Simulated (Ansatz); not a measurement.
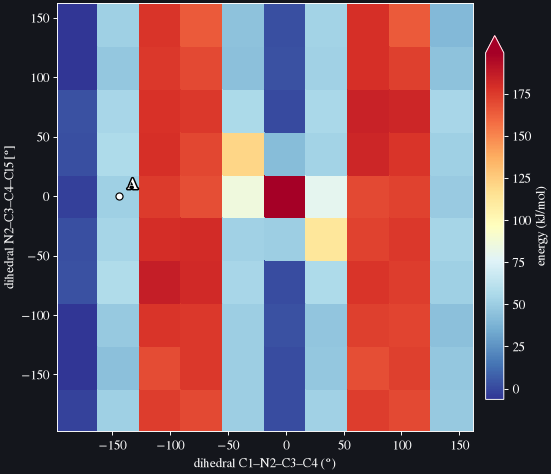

C₃H₆ClN, SMILES CN=CCCl. Coordinates scanned: (1) dihedral C1–N2–C3–C4; (2) dihedral N2–C3–C4–Cl5. Nothing is relaxed (all other coordinates rigid). Grid: 10 × 10 points. Points are written as (first, second). Energies: kJ/mol, counted from the relaxed molecule at the same level. Energies and slopes of some neighbouring points disagree (a jump in structure or state, or too coarse a mesh). The dihedral twists a double bond; near 90° a spin-restricted reference is unreliable. Method: RKS PBE0-D4/def2-SVP in Ansatz.

The picture shows one coloured cell a grid point, one colour for all values above the top of the scale, the point A.

> Is A at rest? If not, where is it pushed?

A, at (−144°, 0°), is not a stationary point. The computed force is 2.8 kJ/mol for each degree towards smaller values of dihedral C1–N2–C3–C4 and 0.092 kJ/mol for each degree towards smaller values of dihedral N2–C3–C4–Cl5.
